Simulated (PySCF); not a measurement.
# TaOF3: how tightly the ligands are held

Aim: take one ligand of each kind off TaOF3, with both parts rigid, and scan its distance from the metal. The structure is generated, not taken from experiment.

Method: r2SCAN, Ta def2-SVP with ECP60, O def2-SVP, F def2-SVP; scalar-relativistic core potentials, no spin–orbit coupling; program: PySCF 2.14.0.

5 further runs of the same task are left out: 1 for a known fault of the program, 2 that didn't finish, 2 set aside as unsound or not needed.

### 1 Starting geometry

5 atoms, charge 0, spin multiplicity 1.

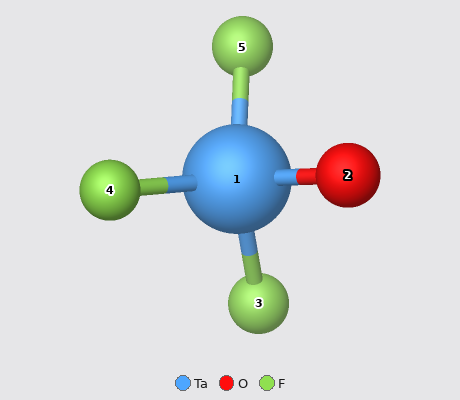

The structure; tantalum blue, oxygen red, fluorine green; atoms are numbered from 1 in the order of the file.

As a file:

```mol
F3OTa
  3D, bonds by distance, orders not assigned

  5  4  0  0  0  0  0  0  0  0999 V2000
   -0.0845   -0.0000   -0.0344 Ta  0  0
    1.3145   -0.0000   -1.0321 O   0  0
    0.0246    1.5541    1.0122 F   0  0
   -1.5594   -0.0000   -1.1968 F   0  0
    0.0246   -1.5541    1.0122 F   0  0
  1  2  8  0
  1  3  8  0
  1  4  8  0
  1  5  8  0
M  END
```

Formal oxidation states: Ta +5. An earlier session relaxed this geometry at r2SCAN, Ta def2-SVP with ECP60, O def2-SVP, F def2-SVP (singlet, point group C3v).

### 2 Rigid scan of O

Atom 2 moves along the line from atom 1; the distance is to the donor, the donors' midpoint or the ring centre. Each point starts from the density of the one before.

```csv
distance (Å),energy from the relaxed point (eV)
1.42,4.261
1.52,1.577
1.62,0.330
1.72,0.000
1.82,0.239
1.92,0.814
2.02,1.573
2.17,2.849
```

Run time: 9.5 s. Hardware: 2 threads of Arm Neoverse V2, shared host.

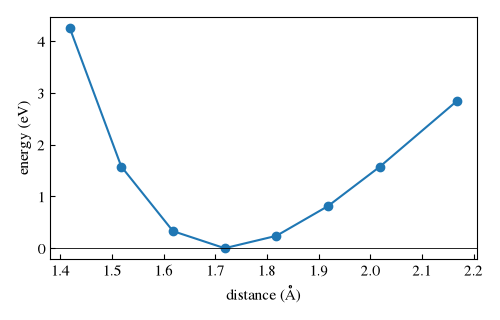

Energy along the rigid scan of O.

### 3 F taken off

The ligand (atom 3) keeps its formal charge and a closed shell where it can; ligand and rest are solved at the complex's geometry, in vacuum, with the settings of the relaxation.

```csv
part,charge,state,energy (Eh)
complex,0,singlet,-431.635082
ligand,-1,singlet,-99.646477
rest,1,singlet,-331.462225
```

Wall time 1.2 s (2 threads of Arm Neoverse V2, shared host).

### 4 Rigid scan of F

Atom 3 moves along the line from atom 1; the distance is to the donor, the donors' midpoint or the ring centre. Each point starts from the density of the one before.

```csv
distance (Å),energy from the relaxed point (eV)
1.58,2.395
1.68,0.886
1.78,0.184
1.88,0.000
1.98,0.130
2.08,0.450
2.28,1.353
2.58,2.831
2.98,4.500
3.48,5.904
```

Run time: 14 s. Hardware: 2 threads of Arm Neoverse V2, shared host.

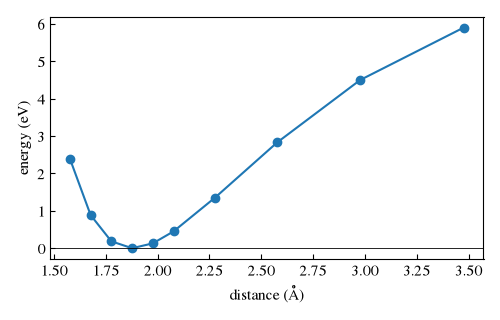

Energy along the rigid scan of F.

### 5 Outcome

```
                  quantity       value
stiffness of the O contact  56.8 eV/Å²
              taking off F    14.32 eV
stiffness of the F contact  31.4 eV/Å²
```

**Reading.** Near 1.72 Å the O contact has a stiffness of about 56.8 eV/Å², and the energy stands 2.85 eV higher at 2.17 Å. Taking off F as a fragment of charge -1 costs 14.32 eV, much of it the attraction of the two charges. Near 1.88 Å the F contact has a stiffness of about 31.4 eV/Å², and the energy stands 5.90 eV higher at 3.48 Å. The free anion is solved without diffuse functions, no counterpoise correction is made, and the parts aren't relaxed; each of these makes the binding look larger. These are double-zeta-type bases without diffuse functions. Spin–orbit coupling is left out.
